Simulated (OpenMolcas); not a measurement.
**One shape, several levels: singlet SnSiH5O−**

Aim: a comparison of 5 runs (B3LYP/def2-SVPD, M06-L/def2-SVPD, PBE/def2-SVPD, r2SCAN/def2-SVPD, CCSD(T)/def2-SVPD) of singlet SnSiH5O−. 

The results are computed with OpenMolcas 26.06.

### Step 1. The structure to begin with

The species is SnSiH5O− (8 atoms), meant as a singlet with charge -1. As SMILES of the parent species, `[SiH3][O][SnH2]`. The shape is that of a PBE0-D4/def2-TZVP optimisation. This is one conformer, not always the lowest. That shape belongs to the parent species and isn't relaxed for this state.

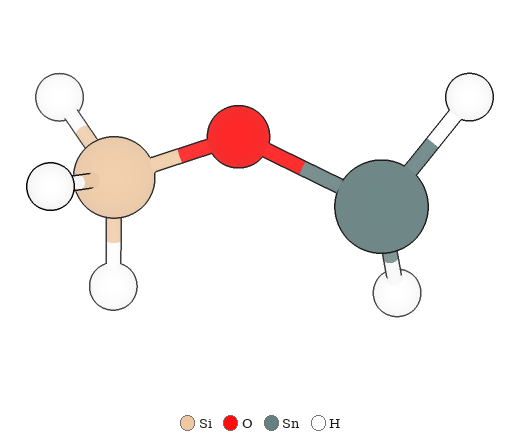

The structure, seen from a chosen angle (silicon light orange, oxygen red, tin teal, hydrogen white).

### Step 2. The energy at B3LYP/def2-SVPD (core potential) (run 1)

The input, mol.inp:

```
&GATEWAY
BasLib=$CurrDir
Coord
8
angstrom
Si      -0.737900       1.075100      -0.480800
O        0.586900       0.306200       0.078800
Sn       0.956500      -1.332100       1.108000
H       -1.877900       0.127700      -0.658800
H       -0.424600       1.696400      -1.794600
H       -1.173500       2.142300       0.461900
H        2.665400      -1.489100       0.950500
H        0.097400      -2.583700       0.279200
Basis=def2-SVPD
Group=NoSym
&SEWARD
GridInput
Grid=UltraFine
End of Grid
&SCF
Charge=-1
KSDFT=B3LYP
Thresholds=1e-10 1e-07 1e-07 1e-05
PrOrbitals=1 2
```

The basis set def2-SVPD is read from a file made from the Basis Set Exchange's data (not shown).

The run is started by

```bash
$ export MOLCAS_MEM=1860
$ pymolcas mol.inp > mol.log
```

The log of the run:

```text
--- Start Module: gateway ---
[...]
--- Stop Module: gateway /rc=_RC_ALL_IS_WELL_ ---
--- Start Module: seward ---
[...]
      Basis functions          119
--- Stop Module: seward /rc=_RC_ALL_IS_WELL_ ---
[...]
--- Start Module: scf ---
[...]
       Convergence after  21 Iterations
[...]
::    Total KS-DFT energy                            -582.0257335898
[...]
      Total spin, S                                     0.0000000000
[...]
      Total electronic charge=   50.000000
      Total            charge=   -1.000000
[...]
      Dipole Moment (debye):
      Origin of the operator (angstrom)=    0.6081   -0.7392    0.7098
                   X= -3.2055E-01               Y=  4.3905E-01               Z= -7.2893E-01           Total=  9.0932E-01
      Center of Charge (angstrom)
[...]
--- Stop Module: scf /rc=_RC_ALL_IS_WELL_ ---
[...]
```

Wall time 83 s (1 thread of AMD EPYC 7R43 (Zen 3), shared host); peak memory 0.75 GiB.

### Step 3. A single-point energy at M06-L/def2-SVPD (core potential) (run 2)

The input, job.inp:

```
&GATEWAY
BasLib=$CurrDir
Coord
8
angstrom
Si      -0.737900       1.075100      -0.480800
O        0.586900       0.306200       0.078800
Sn       0.956500      -1.332100       1.108000
H       -1.877900       0.127700      -0.658800
H       -0.424600       1.696400      -1.794600
H       -1.173500       2.142300       0.461900
H        2.665400      -1.489100       0.950500
H        0.097400      -2.583700       0.279200
Basis=def2-SVPD
Group=NoSym
&SEWARD
GridInput
Grid=UltraFine
End of Grid
&SCF
Charge=-1
KSDFT=M06L
Thresholds=1e-10 1e-07 1e-07 1e-05
PrOrbitals=1 2
```

The basis set def2-SVPD is read from a file made from the Basis Set Exchange's data (not shown).

The run is started by

```bash
$ export MOLCAS_MEM=1860
$ pymolcas job.inp > job.log
```

The log of the run:

```text
--- Start Module: gateway ---
[...]
--- Stop Module: gateway /rc=_RC_ALL_IS_WELL_ ---
--- Start Module: seward ---
[...]
      Basis functions          119
--- Stop Module: seward /rc=_RC_ALL_IS_WELL_ ---
[...]
--- Start Module: scf ---
[...]
       Convergence after  23 Iterations
[...]
::    Total KS-DFT energy                            -582.0676510011
[...]
      Total spin, S                                     0.0000000000
[...]
      Total electronic charge=   50.000000
      Total            charge=   -1.000000
[...]
      Dipole Moment (debye):
      Origin of the operator (angstrom)=    0.6081   -0.7392    0.7098
                   X= -2.5533E-01               Y=  6.0790E-01               Z= -9.0923E-01           Total=  1.1231E+00
      Center of Charge (angstrom)
[...]
--- Stop Module: scf /rc=_RC_ALL_IS_WELL_ ---
[...]
```

Run time: 1.9 min. Hardware: 1 thread of AMD EPYC 7R43 (Zen 3), shared host; peak memory 0.75 GiB.

Runs 3 to 4 aren't shown in full; the table further down has their settings and results.

### Step 4. The energy at CCSD(T)/def2-SVPD (Cholesky decomposition, core potential) (run 5)

The input, job.inp:

```
* H5OSiSn CCSD(T)

&GATEWAY
  BASLIB = $CurrDir
  BASISSET
  Si.def2-SVPD....
  Si1 -0.737900 1.075100 -0.480800 angstrom
  End of Basis
  BASISSET
  O.def2-SVPD....
  O2 0.586900 0.306200 0.078800 angstrom
  End of Basis
  BASISSET
  Sn.def2-SVPD....
  Sn3 0.956500 -1.332100 1.108000 angstrom
  End of Basis
  BASISSET
  H.def2-SVPD....
  H4 -1.877900 0.127700 -0.658800 angstrom
  H5 -0.424600 1.696400 -1.794600 angstrom
  H6 -1.173500 2.142300 0.461900 angstrom
  H7 2.665400 -1.489100 0.950500 angstrom
  H8 0.097400 -2.583700 0.279200 angstrom
  End of Basis

&SEWARD
  HIGH

&SCF
  CHARGE = -1
  THRESHOLDS = 1e-10 1e-07 1e-07 1e-05
  PRORBITALS = 1 2

&CHCC
  FROZEN = 10
  THRESHOLD = 1e-08
  MAXITERATIONS = 80

&CHT3
  FROZEN = 10
```

The basis set def2-SVPD is read from a file made from the Basis Set Exchange's data (not shown).

The run is started by

```bash
$ export MOLCAS_MEM=1860
$ pymolcas job.inp > job.log
```

The log of the run:

```text
--- Start Module: gateway ---
[...]
--- Stop Module: gateway /rc=_RC_ALL_IS_WELL_ ---
[...]
      Basis functions          119
[...]
       Convergence after  18 Iterations
[...]
::    Total SCF energy                               -579.9419224919
[...]
      Total spin, S                                     0.0000000000
[...]
      Total electronic charge=   50.000000
      Total            charge=   -1.000000
[...]
      Dipole Moment (debye):
      Origin of the operator (angstrom)=    0.6081   -0.7392    0.7098
                   X= -3.8489E-01               Y=  6.2421E-01               Z= -1.5315E+00           Total=  1.6980E+00
      Center of Charge (angstrom)
[...]
--- Start Module: chcc ---
[...]
--- Stop Module: chcc /rc=_RC_ALL_IS_WELL_ ---
[...]
--- Start Module: cht3 ---
[...]
--- Stop Module: cht3 /rc=_RC_ALL_IS_WELL_ ---
[...]
```

It took 19 min on 1 thread of AMD EPYC 7R43 (Zen 3), shared host; peak memory 0.32 GiB.

### Step 5. Overview of the runs

```
run                                                       level  integral approximation  integration grid  energy (Eh)  HOMO energy (eV)  LUMO energy (eV)  HOMO–LUMO gap (eV)  wall time
  1                            B3LYP/def2-SVPD (core potential)                    none         UltraFine  -582.025734              0.45              3.63                3.18       83 s
  2                            M06-L/def2-SVPD (core potential)                    none         UltraFine  -582.067651              1.13              3.78                2.65    1.9 min
  3                              PBE/def2-SVPD (core potential)                    none         UltraFine  -581.674921              1.14              3.11                1.98       88 s
  4                           r2SCAN/def2-SVPD (core potential)                    none         UltraFine  -581.936707              0.99              3.50                2.51    1.8 min
  5  CCSD(T)/def2-SVPD (Cholesky decomposition, core potential)                 CD high                 –  -580.437598             -1.45              5.56                7.01     19 min
```

### Step 6. What came out

| quantity | value |
| --- | --- |
| run 5: total energy | -580.43760 Eh |
| run 5: HOMO energy (Hartree–Fock orbitals) | -1.45 eV |
| run 5: LUMO energy (Hartree–Fock orbitals) | 5.56 eV |
| run 5: HOMO–LUMO gap (to an unbound level, set by the basis) | 7.01 eV |
| run 5: correlation energy (10 core orbitals frozen) | -495.7 mEh |
| run 5: (T) correction | -14.47 mEh |

**Reading.** Over runs 1, 2, 3, 4 the HOMO–LUMO gap runs from 1.98 eV (PBE/def2-SVPD) to 3.18 eV (B3LYP/def2-SVPD). The empty levels of an anion lie above zero and hang on the basis. Totals of different functionals can't be ranked against each other. In runs 1, 2, 3, 4 the HOMO lies above zero, so the outermost electron may be held by the basis alone. All runs together took 25 min, the longest 19 min.
